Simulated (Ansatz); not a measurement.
```sh
ansatz run in.yaml --threads 4 --pin off --events-out ev --progress --plain --max-ram 9574MiB
```

```yaml
crystal:
  periodic: [false, false, false]
  atoms:
    - {symbol: Ga, position_ang: [-0.294731, 0.115255, -1.553189]}
    - {symbol: N, position_ang: [1.054926, 1.313350, -1.358692]}
    - {symbol: H, position_ang: [0.111061, -1.353342, -1.893753]}
    - {symbol: H, position_ang: [-1.748882, 0.659847, -1.391125]}
    - {symbol: H, position_ang: [0.265228, -0.088485, 1.319938]}
    - {symbol: C, position_ang: [-0.413175, -0.820616, 1.760901]}
    - {symbol: H, position_ang: [0.917026, 2.288852, -1.157380]}
    - {symbol: H, position_ang: [2.029091, 1.084541, -1.457633]}
    - {symbol: H, position_ang: [0.169876, -1.608652, 2.236306]}
    - {symbol: H, position_ang: [-1.049054, -1.263358, 0.992653]}
    - {symbol: H, position_ang: [-1.041265, -0.327493, 2.501972]}
basis:
  gaussian: {orbitals: def2-TZVPP}
hamiltonian: {xc: r2scan, dispersion: d4}
```

The computed geometry is a stationary point of PBE0-D4/def2-TZVP, a saddle point of order 1.

What structure does this define?

It has 11 atoms: 1 carbon, 8 hydrogen, 1 gallium and 1 nitrogen (CH8GaN). Judged by distances it falls into 2 fragments: GaH4N, CH4. Coordination: 1 Ga trigonal planar; 1 N trigonal planar; 1 C tetrahedral.

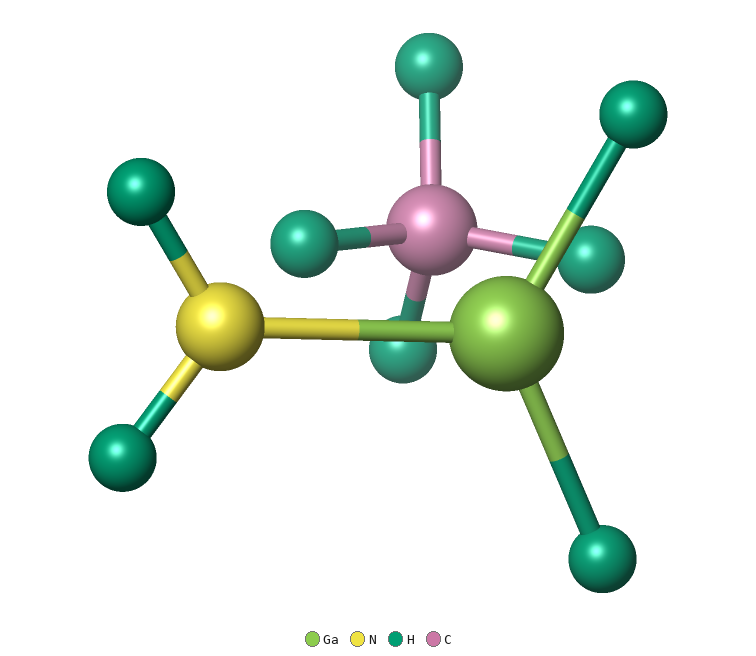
